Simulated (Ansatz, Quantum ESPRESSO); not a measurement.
# KZnI3 (Pm-3m): zone-centre phonons, part 2 of 3

Which modes does KZnI3 (Pm-3m) have at the zone centre?

Quantum ESPRESSO 8.0 development, patched; DFT LDA, scalar-relativistic, plane waves, PseudoDojo norm-conserving pseudopotentials.

So far. Step 2 (A first look): No gap opens on this mesh, so smearing is kept; the start stands at -2.1 GPa. Step 4 (Self-consistent run for the response): The cell stands at -0.0060 GPa, close enough for phonons. The relaxed cell has a = 5.533 Å (conventional setting).

The structure was built from a prototype and need not be the compound's stable phase.

### Step 5. Zone-centre response

At q = 0 one unit cell holds all displacements; symmetry groups them into irreducible representations that are solved one by one. With smeared occupations no response to a homogeneous field can be asked.

Input file ph.in:

```
phonons
&INPUTPH
  prefix       = 'x'
  outdir       = './tmp'
  fildyn       = 'g.dyn'
  tr2_ph       = 1.0d-18
  alpha_mix(1) = 0.4
  nmix_ph      = 8
/
0.000000000000 0.000000000000 0.000000000000
```

Started as:

```
$ OMP_NUM_THREADS=1 mpirun -n 4 ph.x -nk 4 -in ph.in > ph.out
```

Output:

```text
[banners, grids, parts of the stress and lines that vanish by symmetry left out]
[banner, memory and clock lines left out]
Program PHONON v.8.0dev

     Dynamical matrices for q-points given in input
     (   1q-points):
       N         xq(1)         xq(2)         xq(3)
       1   0.000000000   0.000000000   0.000000000

     ./tmp/x.save/

     IMPORTANT: XC functional enforced from input :
     Exchange-correlation= PW
                           (   1   4   0   0   0   0   0)
     Any further DFT definition will be discarded
     Please, verify this is what you really want

     ./tmp/x.save/Zn.upf is read, which differs from the file in pseudo_dir

     In this copy of Zn.upf noise was removed from the local potential

     G-vector sticks info

     Reading collected, re-writing distributed wavefunctions in ./tmp/

     Number and degeneracy of irreps per q-point
       N         xq(1)         xq(2)         xq(3)   N irreps
       1   0.000000000   0.000000000   0.000000000       5
        3   3   3   3   3

     Calculation of q =    0.0000000   0.0000000   0.0000000

     phonons

     bravais-lattice index     =            0
     lattice parameter (alat)  =      10.4559  a.u.
     unit-cell volume          =    1143.0861 (a.u.)^3
     number of atoms/cell      =            5
     number of atomic types    =            3
     kinetic-energy cut-off    =      84.0000  Ry
     charge density cut-off    =     336.0000  Ry
     convergence threshold     =      1.0E-18
     beta                      =       0.4000
     number of iterations used =            8
     Exchange-correlation= PW
                           (   1   4   0   0   0   0   0)

     celldm(1)=   10.45586  celldm(2)=    0.00000  celldm(3)=    0.00000
     celldm(4)=    0.00000  celldm(5)=    0.00000  celldm(6)=    0.00000

     crystal axes: (cart. coord. in units of alat)
               a(1) = (  1.0000  0.0000  0.0000 )
               a(2) = (  0.0000  1.0000  0.0000 )
               a(3) = (  0.0000  0.0000  1.0000 )

     reciprocal axes: (cart. coord. in units 2 pi/alat)
               b(1) = (  1.0000  0.0000  0.0000 )
               b(2) = (  0.0000  1.0000  0.0000 )
               b(3) = (  0.0000  0.0000  1.0000 )

     Atoms inside the unit cell:

     Cartesian axes

     site n.  atom      mass           positions (alat units)
        1  K      39.0983   tau(    1) = (    0.00000    0.00000    0.00000  )
        2  Zn     65.3800   tau(    2) = (    0.50000    0.50000    0.50000  )
        3  I     126.9045   tau(    3) = (    0.50000    0.50000    0.00000  )
        4  I     126.9045   tau(    4) = (    0.50000    0.00000    0.50000  )
        5  I     126.9045   tau(    5) = (    0.00000    0.50000    0.50000  )

     Computing dynamical matrix for
                    q = (   0.0000000   0.0000000   0.0000000 )

     49 Sym.Ops. (with q -> -q+G )

     G cutoff =  930.4624  ( 119009 G-vectors)     FFT grid: ( 64, 64, 64)

     number of k points=    20  Marzari-Vanderbilt smearing, width (Ry)=  0.0200
                       cart. coord. in units 2pi/alat
        k(    1) = (   0.0000000   0.0000000   0.0000000), wk =   0.0092593
        k(    2) = (   0.0000000   0.0000000   0.1666667), wk =   0.0555556
        k(    3) = (   0.0000000   0.0000000   0.3333333), wk =   0.0555556
        [... further k-points left out ...]

     PseudoPot. # 1 for K  read from file:
     ./pseudo/K.upf
     Pseudo is Norm-conserving + core correction, Zval =  9.0
     Using radial grid of 2170 points,  6 beta functions with:
                l(1) =   0
                l(2) =   0
                l(3) =   1
                l(4) =   1
                l(5) =   2
                l(6) =   2

     PseudoPot. # 2 for Zn read from file:
     ./pseudo/Zn.upf
     Pseudo is Norm-conserving + core correction, Zval = 20.0
     Using radial grid of 1296 points,  6 beta functions with:
                l(1) =   0
                l(2) =   0
                l(3) =   1
                l(4) =   1
                l(5) =   2
                l(6) =   2

     PseudoPot. # 3 for I  read from file:
     ./pseudo/I.upf
     Pseudo is Norm-conserving + core correction, Zval =  7.0
     Using radial grid of 1182 points,  6 beta functions with:
                l(1) =   0
                l(2) =   0
                l(3) =   1
                l(4) =   1
                l(5) =   2
                l(6) =   2

     Mode symmetry, O_h (m-3m)  point group:

     Atomic displacements:
     There are    5 irreducible representations

     Representation     1      3 modes -  To be done

     Representation     2      3 modes -  To be done

     Representation     3      3 modes -  To be done

     Representation     4      3 modes -  To be done

     Representation     5      3 modes -  To be done

     Alpha used in Ewald sum =   2.8000

     Representation #   1 modes #   1   2   3

     Self-consistent Calculation

     The passes end when |ddv_scf|^2 is under  2.1E-20 (on this mesh; tr2_ph alone asks  1.0E-18)
      iter #   1   av.it.:   7.5
      thresh= 1.000E-02 alpha_mix =  0.400 |ddv_scf|^2 =  3.534E-08
      iter #   2   av.it.:  19.6
      thresh= 1.880E-05 alpha_mix =  0.400 |ddv_scf|^2 =  1.154E-09
      iter #   3   av.it.:  19.7
      thresh= 3.397E-06 alpha_mix =  0.400 |ddv_scf|^2 =  5.728E-11
      iter #   4   av.it.:  20.1
      thresh= 7.568E-07 alpha_mix =  0.400 |ddv_scf|^2 =  5.922E-12
      iter #   5   av.it.:  21.0
      thresh= 2.434E-07 alpha_mix =  0.400 |ddv_scf|^2 =  5.038E-14
      iter #   6   av.it.:  21.3
      thresh= 2.245E-08 alpha_mix =  0.400 |ddv_scf|^2 =  4.296E-15
      iter #   7   av.it.:  20.7
      thresh= 6.555E-09 alpha_mix =  0.400 |ddv_scf|^2 =  2.147E-16
      iter #   8   av.it.:  21.1
      thresh= 1.465E-09 alpha_mix =  0.400 |ddv_scf|^2 =  1.447E-17
      iter #   9   av.it.:  21.3
      thresh= 3.804E-10 alpha_mix =  0.400 |ddv_scf|^2 =  8.332E-19
      iter #  10   av.it.:  21.1
      thresh= 9.128E-11 alpha_mix =  0.400 |ddv_scf|^2 =  5.637E-21

     End of self-consistent calculation

     Convergence has been achieved

     Representation #   2 modes #   4   5   6

     Self-consistent Calculation

     The passes end when |ddv_scf|^2 is under  2.1E-20 (on this mesh; tr2_ph alone asks  1.0E-18)
      iter #   1   av.it.:  10.9
      thresh= 1.000E-02 alpha_mix =  0.400 |ddv_scf|^2 =  2.228E-06
      iter #   2   av.it.:  18.1
      thresh= 1.493E-04 alpha_mix =  0.400 |ddv_scf|^2 =  1.369E-07
      iter #   3   av.it.:  18.3
      thresh= 3.701E-05 alpha_mix =  0.400 |ddv_scf|^2 =  8.840E-09
      iter #   4   av.it.:  19.0
      thresh= 9.402E-06 alpha_mix =  0.400 |ddv_scf|^2 =  3.093E-10
[...]
End of self-consistent calculation

     Convergence has been achieved

     Representation #   3 modes #   7   8   9

     Self-consistent Calculation

     The passes end when |ddv_scf|^2 is under  2.1E-20 (on this mesh; tr2_ph alone asks  1.0E-18)
[...]
End of self-consistent calculation

     Convergence has been achieved

     Representation #   4 modes #  10  11  12

     Self-consistent Calculation

     The passes end when |ddv_scf|^2 is under  2.1E-20 (on this mesh; tr2_ph alone asks  1.0E-18)
[...]
End of self-consistent calculation

     Convergence has been achieved

     Representation #   5 modes #  13  14  15

     Self-consistent Calculation

     The passes end when |ddv_scf|^2 is under  2.1E-20 (on this mesh; tr2_ph alone asks  1.0E-18)
[...]
iter #   3   av.it.:  18.6
      thresh= 2.698E-06 alpha_mix =  0.400 |ddv_scf|^2 =  2.411E-11
      iter #   4   av.it.:  19.2
      thresh= 4.911E-07 alpha_mix =  0.400 |ddv_scf|^2 =  5.847E-14
      iter #   5   av.it.:  19.1
      thresh= 2.418E-08 alpha_mix =  0.400 |ddv_scf|^2 =  1.233E-14
      iter #   6   av.it.:  19.6
      thresh= 1.111E-08 alpha_mix =  0.400 |ddv_scf|^2 =  8.878E-17
      iter #   7   av.it.:  18.9
      thresh= 9.422E-10 alpha_mix =  0.400 |ddv_scf|^2 =  4.057E-19
      iter #   8   av.it.:  18.9
      thresh= 6.369E-11 alpha_mix =  0.400 |ddv_scf|^2 =  4.945E-20
      iter #   9   av.it.:  19.8
      thresh= 2.224E-11 alpha_mix =  0.400 |ddv_scf|^2 =  2.302E-22

     End of self-consistent calculation

     Convergence has been achieved

     Number of q in the star =    1
     List of q in the star:
          1   0.000000000   0.000000000   0.000000000

     Diagonalizing the dynamical matrix

     q = (    0.000000000   0.000000000   0.000000000 )

 **************************************************************************
     freq (    1) =      -0.911101 [THz] =     -30.391059 [cm-1]
     freq (    2) =      -0.911101 [THz] =     -30.391059 [cm-1]
     freq (    3) =      -0.911101 [THz] =     -30.391059 [cm-1]
     freq (    4) =      -0.047892 [THz] =      -1.597494 [cm-1]
     freq (    5) =      -0.047892 [THz] =      -1.597494 [cm-1]
     freq (    6) =      -0.047892 [THz] =      -1.597494 [cm-1]
     freq (    7) =       0.545574 [THz] =      18.198374 [cm-1]
     freq (    8) =       0.545574 [THz] =      18.198374 [cm-1]
     freq (    9) =       0.545574 [THz] =      18.198374 [cm-1]
     freq (   10) =       0.715033 [THz] =      23.850928 [cm-1]
     freq (   11) =       0.715033 [THz] =      23.850928 [cm-1]
     freq (   12) =       0.715033 [THz] =      23.850928 [cm-1]
     freq (   13) =       3.292414 [THz] =     109.823100 [cm-1]
     freq (   14) =       3.292414 [THz] =     109.823100 [cm-1]
     freq (   15) =       3.292414 [THz] =     109.823100 [cm-1]
 **************************************************************************

     Mode symmetry, O_h (m-3m)  point group:

     freq (   1-   3) =        -30.4  [cm-1]   --> T_1u G_15  G_4- I
     freq (   4-   6) =         -1.6  [cm-1]   --> T_1u G_15  G_4- I
     freq (   7-   9) =         18.2  [cm-1]   --> T_1u G_15  G_4- I
     freq (  10-  12) =         23.9  [cm-1]   --> T_2u G_25  G_5-
     freq (  13-  15) =        109.8  [cm-1]   --> T_1u G_15  G_4- I
```

It took 40 min on 4 MPI ranks of Arm Neoverse V1, shared host; 2.6 h of CPU time.

Numbers from this step:

| Quantity | Value |
| --- | --- |
| largest acoustic frequency at the zone centre before the sum rule | -1.6 cm⁻¹ |
| highest optical zone-centre mode (no LO-TO term) | 109.8 cm⁻¹ |
| lowest optical zone-centre mode | -30.39 cm⁻¹ |

The acoustic modes at Γ come out as far as 1.6 cm⁻¹ from zero, where they should vanish, a small numerical error. The lowest optical mode is imaginary, 30i cm⁻¹, an instability at this level and on this k mesh.

### Step 6. Zone-centre analysis

A rigid shift of the crystal must cost nothing, but grids and finite bases break this; the acoustic sum rule is imposed before the matrix is diagonalised again.

Input file dynmat.in:

```
&INPUT
  fildyn = 'g.dyn'
  asr    = 'simple'
  fileig = 'dynmat.eig'
/
```

Started as:

```
$ dynmat.x -in dynmat.in > dynmat.out
```

Output:

```text
[banner, memory and clock lines left out]
Program DYNMAT v.8.0dev

     Reading Dynamical Matrix from file g.dyn
     ...Force constants read
     ...epsilon and Z* not read (not found on file)
     A direction for q was not specified:TO-LO splitting will be absent

     Polarizability (A^3 units)
     multiply by 1.000000 for Clausius-Mossotti correction (not under assume_isolated = 'mt')
         0.000000    0.000000    0.000000
         0.000000    0.000000    0.000000
         0.000000    0.000000    0.000000

     IR activities are in (D/A)^2/amu units

# mode   [cm-1]    [THz]      IR
    1    -30.20   -0.9055    0.0000
    2    -30.20   -0.9055    0.0000
    3    -30.20   -0.9055    0.0000
    4     -0.00   -0.0000    0.0000
    5     -0.00   -0.0000    0.0000
    6      0.00    0.0000    0.0000
    7     18.25    0.5470    0.0000
    8     18.25    0.5470    0.0000
    9     18.25    0.5470    0.0000
   10     23.85    0.7149    0.0000
   11     23.85    0.7149    0.0000
   12     23.85    0.7149    0.0000
   13    109.84    3.2929    0.0000
   14    109.84    3.2929    0.0000
   15    109.84    3.2929    0.0000

[end of the log left out, with the tail of the file of modes that dynmat.x writes under the same name]
```

It took 0.53 s on 1 thread.

Numbers from this step:

| Quantity | Value |
| --- | --- |
| lowest optical zone-centre mode | -30.2 cm⁻¹ |

Unit eigenvectors of the mass-weighted matrix after the sum rule; no LO-TO term. Modes at Γ, with each element's share of the kinetic energy (negative means imaginary):

| mode | frequency (cm⁻¹) | K % | Zn % | I % |
| --- | --- | --- | --- | --- |
| 1 | -30.2 | 6 | 57 | 37 |
| 2 | -30.2 | 6 | 57 | 37 |
| 3 | -30.2 | 6 | 57 | 37 |
| 4 | 0.0 | 8 | 13 | 78 |
| 5 | 0.0 | 8 | 13 | 78 |
| 6 | 0.0 | 8 | 13 | 78 |
| 7 | 18.2 | 86 | 10 | 4 |
| 8 | 18.2 | 86 | 10 | 4 |
| 9 | 18.2 | 86 | 10 | 4 |
| 10 | 23.8 | 0 | 0 | 100 |
| 11 | 23.8 | 0 | 0 | 100 |
| 12 | 23.8 | 0 | 0 | 100 |
| 13 | 109.8 | 0 | 20 | 80 |
| 14 | 109.8 | 0 | 20 | 80 |
| 15 | 109.8 | 0 | 20 | 80 |

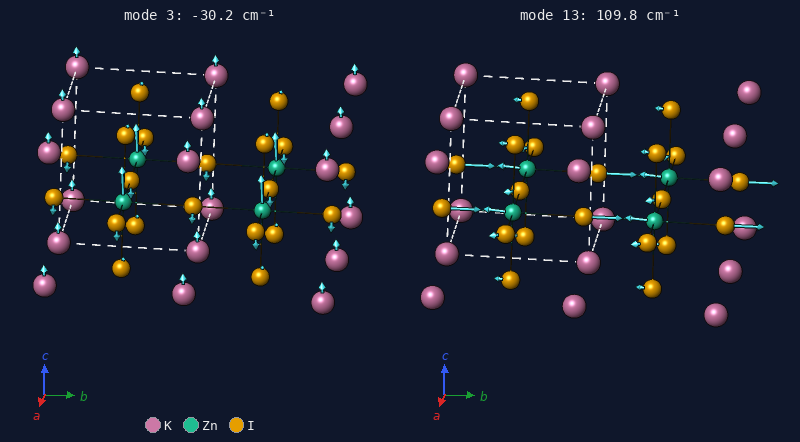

Displacement patterns of modes 3 and 13 at Γ; arrows are exaggerated. 2×2×1 cells are drawn. Some periodic images of atoms are drawn too.

The rule moves no optical mode by more than 0.2 cm⁻¹.

### Step 7. Sum rules set otherwise (asr crystal)

The rule can be imposed in more than one way; the choices should agree where the raw error is small.

Input file dynmat.in:

```
&INPUT
  fildyn = 'g.dyn'
  asr    = 'crystal'
  fileig = 'dynmat.eig'
/
```

Started as:

```
$ dynmat.x -in dynmat.in > dynmat.out
```

Output:

```text
[banner, memory and clock lines left out]
Program DYNMAT v.8.0dev

     Reading Dynamical Matrix from file g.dyn
     ...Force constants read
     ...epsilon and Z* not read (not found on file)
     Acoustic Sum Rule: || Z*(ASR) - Z*(orig)|| =    0.000000E+00
     Acoustic Sum Rule: ||dyn(ASR) - dyn(orig)||=    1.019148E-04
     A direction for q was not specified:TO-LO splitting will be absent

     Polarizability (A^3 units)
     multiply by 1.000000 for Clausius-Mossotti correction (not under assume_isolated = 'mt')
         0.000000    0.000000    0.000000
         0.000000    0.000000    0.000000
         0.000000    0.000000    0.000000

     IR activities are in (D/A)^2/amu units

# mode   [cm-1]    [THz]      IR
    1    -30.34   -0.9095    0.0000
    2    -30.34   -0.9095    0.0000
    3    -30.34   -0.9095    0.0000
    4     -0.00   -0.0000    0.0000
    5     -0.00   -0.0000    0.0000
    6      0.00    0.0000    0.0000
    7     18.14    0.5439    0.0000
    8     18.14    0.5439    0.0000
    9     18.14    0.5439    0.0000
   10     23.85    0.7150    0.0000
   11     23.85    0.7150    0.0000
   12     23.85    0.7150    0.0000
   13    109.83    3.2925    0.0000
   14    109.83    3.2925    0.0000
   15    109.83    3.2925    0.0000

[end of the log left out, with the tail of the file of modes that dynmat.x writes under the same name]
```

The job ended after 0.45 s (1 thread).

Numbers from this step:

* lowest optical zone-centre mode: -30.34 cm⁻¹

Zone-centre frequencies as printed; negative means imaginary. Modes:

| mode | frequency (cm⁻¹) |
| --- | --- |
| 1 | -30.34 |
| 2 | -30.34 |
| 3 | -30.34 |
| 4 | 0 |
| 5 | 0 |
| 6 | 0 |
| 7 | 18.14 |
| 8 | 18.14 |
| 9 | 18.14 |
| 10 | 23.85 |
| 11 | 23.85 |
| 12 | 23.85 |
| 13 | 109.8 |
| 14 | 109.8 |
| 15 | 109.8 |

Against the first rule no mode moves by more than 0.2 cm⁻¹.

### Step 8. Sum rules set otherwise: a sum rule for molecules or wires on a crystal

This rule also removes rotations, which suits molecules and not a crystal; it is tried to see the harm.

Input file dynmat.in:

```
&INPUT
  fildyn = 'g.dyn'
  asr    = 'zero-dim'
  fileig = 'dynmat.eig'
/
```

Started as:

```
$ dynmat.x -in dynmat.in > dynmat.out
```

Output:

```text
[banner, memory and clock lines left out]
Program DYNMAT v.8.0dev

     Reading Dynamical Matrix from file g.dyn
     ...Force constants read
     ...epsilon and Z* not read (not found on file)
     Warning: this looks like a crystal, not a molecule in a box: use asr = 'crystal'
     Acoustic Sum Rule: || Z*(ASR) - Z*(orig)|| =    0.000000E+00
     Acoustic Sum Rule: ||dyn(ASR) - dyn(orig)||=    5.793582E-02
     A direction for q was not specified:TO-LO splitting will be absent

     Polarizability (A^3 units)
     multiply by 1.000000 for Clausius-Mossotti correction (not under assume_isolated = 'mt')
         0.000000    0.000000    0.000000
         0.000000    0.000000    0.000000
         0.000000    0.000000    0.000000

     IR activities are in (D/A)^2/amu units

# mode   [cm-1]    [THz]      IR
    1    -30.34   -0.9095    0.0000
    2    -29.86   -0.8953    0.0000
    3    -29.86   -0.8953    0.0000
    4     -0.00   -0.0000    0.0000
    5     -0.00   -0.0000    0.0000
    6      0.00    0.0000    0.0000
    7      0.00    0.0000    0.0000
    8      0.00    0.0000    0.0000
    9      0.00    0.0000    0.0000
   10     18.14    0.5439    0.0000
   11     24.79    0.7430    0.0000
   12     24.79    0.7430    0.0000
   13    109.83    3.2925    0.0000
   14    114.04    3.4187    0.0000
   15    114.04    3.4187    0.0000

[end of the log left out, with the tail of the file of modes that dynmat.x writes under the same name]
```

Wall time 0.45 s (1 thread).

The run ended normally, but on settings that are not sound.

The fault: a sum rule for molecules or wires on a crystal; 3 optical modes are projected out to zero frequency, as if they were rotations.

For a crystal the rule has to be 'simple' or 'crystal'.

Zone-centre frequencies as printed; negative means imaginary. Modes:

| mode | frequency (cm⁻¹) |
| --- | --- |
| 1 | -30.34 |
| 2 | -29.86 |
| 3 | -29.86 |
| 4 | 0 |
| 5 | 0 |
| 6 | 0 |
| 7 | 0 |
| 8 | 0 |
| 9 | 0 |
| 10 | 18.14 |
| 11 | 24.79 |
| 12 | 24.79 |
| 13 | 109.8 |
| 14 | 114 |
| 15 | 114 |

(Continued in part 3 of 3.)

[Host names and launcher messages were left out of these logs when they were recorded.]

[Logs are printed without paths, hosts, clocks, repeated set-up lines and the standing remarks that a program may print on its own settings, such as how far it seeks lower states.]

[Hosts, paths, dates, database ids (printed as entryN), source tags and the programs' standing remarks are cut or masked in the printed files.]
